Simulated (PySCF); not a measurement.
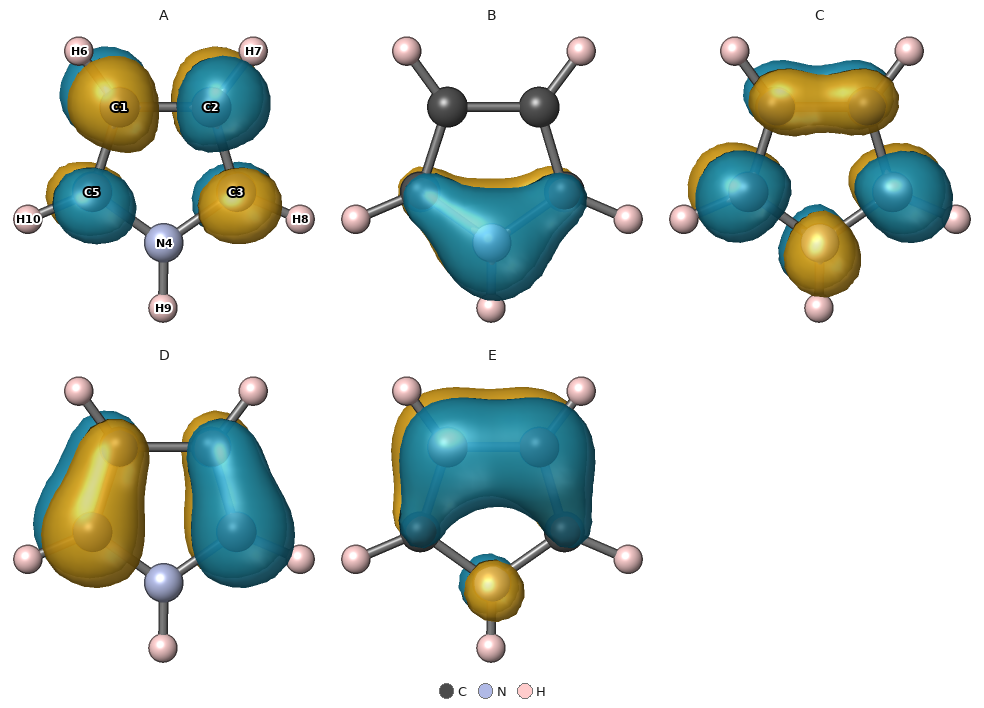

*C$_{4}$H$_{5}$N, SMILES `c1cc[nH]c1`. Natural orbitals of the π active space, CASSCF(6,5), singlet state, in random order.*

Method: def2-SVP basis; geometry: GFN2-xTB; program: PySCF. No frequency check shows the geometry to be a minimum.

Input script:

```python
import numpy as np
from pyscf import gto, scf, dft, mcscf, mrpt
from pyscf.mcscf import avas

def solve(mol, dm0=None, hcore=None):
    mf = scf.ROHF(mol) if mol.spin else scf.RHF(mol)
    mf = mf.density_fit(auxbasis='def2-universal-jkfit')
    mf.conv_tol, mf.max_cycle = 1e-8, 80
    if hcore is not None:
        mf.get_hcore = lambda *args: hcore
    mf.kernel(dm0)
    if not mf.converged:
        mf = mf.newton().run(mf.mo_coeff, mf.mo_occ, max_cycle=30)
    assert mf.converged, 'SCF not converged'
    return mf

mol = gto.M(atom='''
C     -0.97474    -0.70671     0.00000
C     -0.97781     0.70254     0.00000
C      0.32748     1.10913     0.00000
N      1.11535     0.00230     0.00000
C      0.33230    -1.10762     0.00000
H     -1.83601    -1.34498     0.00000
H     -1.84185     1.33705     0.00000
H      0.74825     2.09540     0.00000
H      2.12135     0.00448     0.00000
H      0.75737    -2.09204     0.00000
''', basis='def2-svp', charge=0, spin=0, verbose=4)
mf = solve(mol)
ncas, nel, orbs = avas.avas(mf, ['C 2pz', 'N 2pz'], threshold=0.5, openshell_option=3)
print('active space', nel, ncas)
assert 2 <= ncas <= 10, 'active space too large or empty'
mc = mcscf.CASSCF(mf, ncas, nel)
mc.natorb, mc.max_cycle_macro = True, 60
mc.fix_spin_(ss=mol.spin / 2 * (mol.spin / 2 + 1))
mc.kernel(orbs)
occ = mc.mo_occ[mc.ncore:mc.ncore + ncas]
print('natural occupations', occ.round(4))
e2 = mrpt.NEVPT(mc).kernel()
out = dict(c=mc.mo_coeff[:, mc.ncore:mc.ncore + ncas], occ=occ, e=mc.e_tot, e2=e2, ehf=mf.e_tot, ok=mc.converged, nel=nel, w0=abs(mc.ci).max() ** 2, dm=mc.make_rdm1())
# the other spin state at the same geometry
other = mol.copy().set(spin=2).build()
mo = scf.ROHF(other).density_fit(auxbasis='def2-universal-jkfit').run()
na = (nel + other.spin) // 2
m2 = mcscf.CASSCF(mo, ncas, (na, nel - na))
m2.natorb = True
m2.fix_spin_(ss=other.spin / 2 * (other.spin / 2 + 1))
m2.kernel(mc.mo_coeff)
e2o = mrpt.NEVPT(m2).kernel()
print('other state above this one / eV: CASSCF', (m2.e_tot - mc.e_tot) * 27.211386, 'NEVPT2', (m2.e_tot + e2o - mc.e_tot - e2) * 27.211386)
np.savez('result.npz', eo=m2.e_tot, e2o=e2o, oko=m2.converged, occo=m2.mo_occ[mc.ncore:mc.ncore + ncas], co=m2.mo_coeff[:, mc.ncore:mc.ncore + ncas], **out)
```

Run with:

```sh
OMP_NUM_THREADS=1 python input.py
```

The run took 8.1 s on 1 thread of Intel(R) Xeon(R) 6975P-C (Granite Rapids), with other jobs on the host, peak memory 0.24 GiB.

Q: Which orbitals are strongly, which singly and which weakly occupied?

A: Strongly: B (1.99), E (1.95), D (1.93). Weakly: C (0.08), A (0.06). Broadly, orbitals with more nodes between bonded atoms hold fewer electrons.

Q: How multiconfigurational is the state?

A: The leading determinant weighs 0.94; the effective number of unpaired electrons, Σ n²(2−n)², is 0.06; the most occupied of the weakly occupied orbitals holds 0.08 e, as in an ordinary closed-shell π system. The active space lowers the energy by 1.34 eV against Hartree–Fock.

Q: Where does the lowest triplet lie relative to the singlet, at this geometry and within this active space?

A: 4.99 eV above it by strongly contracted NEVPT2 (+4.47 eV by CASSCF); a small basis tends to put such gaps a few tenths of an eV too high. This is a vertical energy for π states alone; a state that uses lone pairs or σ orbitals may lie lower.
